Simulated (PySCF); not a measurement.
```csv
atom,x (Å),y (Å),z (Å)
C,-2.8628,1.7281,1.3873
Si,-1.3706,1.5602,0.2176
C,0.1862,1.1818,1.2389
C,-1.7462,0.1787,-1.0455
C,-0.7035,0.0549,-2.1634
C,0.5381,-0.5258,-1.6902
C,1.5487,-1.0460,-1.3072
C,2.7651,-1.6665,-0.8360
Si,2.6122,-2.2459,0.9782
H,-2.7053,2.5322,2.0987
H,-3.0287,0.8174,1.9555
H,-3.7774,1.9466,0.8450
H,-1.1912,2.8275,-0.5215
H,0.3924,1.9755,1.9512
H,0.0742,0.2564,1.7976
H,1.0558,1.0706,0.5993
H,-1.8319,-0.7863,-0.5425
H,-2.7161,0.3747,-1.5076
H,-0.4998,1.0409,-2.5921
H,-1.0931,-0.5846,-2.9641
H,2.9948,-2.5220,-1.4770
H,3.5915,-0.9576,-0.9366
H,1.4359,-3.1064,1.1118
H,2.4938,-1.0850,1.8598
H,3.8269,-2.9952,1.3139
```

Geometry: GFN2-xTB.

Method: PySCF 2.14.0, PBE0/pcSseg-1, SCF density, gas phase, non-relativistic.

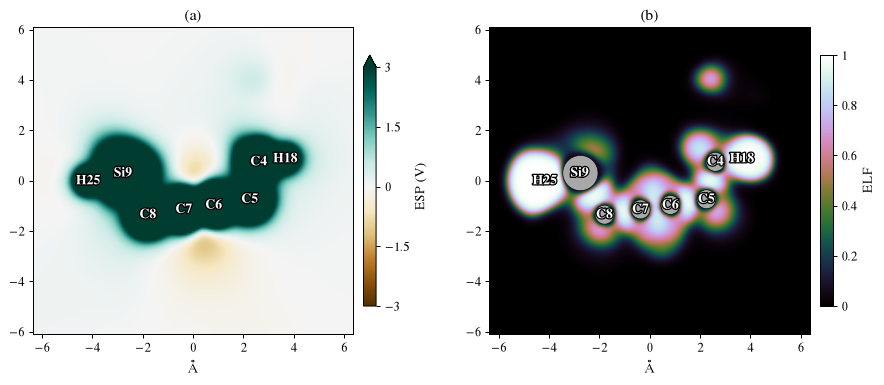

C7H16Si2 (SMILES C[SiH](C)CCC#CC[SiH3]). (a) electrostatic potential; (b) electron localisation function on the plane of atoms C7, C8 and Si9. Grey discs cover the atomic cores in the ELF map.

**Interpret the plot.**

The plane passes through C, Si and H nuclei.
C–C (1.20 Å): the ELF peaks at about 0.80 between the atoms: a short, multiple covalent bond.
C–Si (1.91 Å): the ELF peaks at about 0.95 between the atoms: a covalent bond.
C–H (1.09 Å): the ELF climbs to about 1 towards the hydrogen, as it does in any bond to H (an ordinary covalent bond to hydrogen).
Si–H (1.47 Å): the ELF climbs to about 1 towards the hydrogen.
Outside the dense part of the molecule the potential is most negative (−1.1 V) near C6.
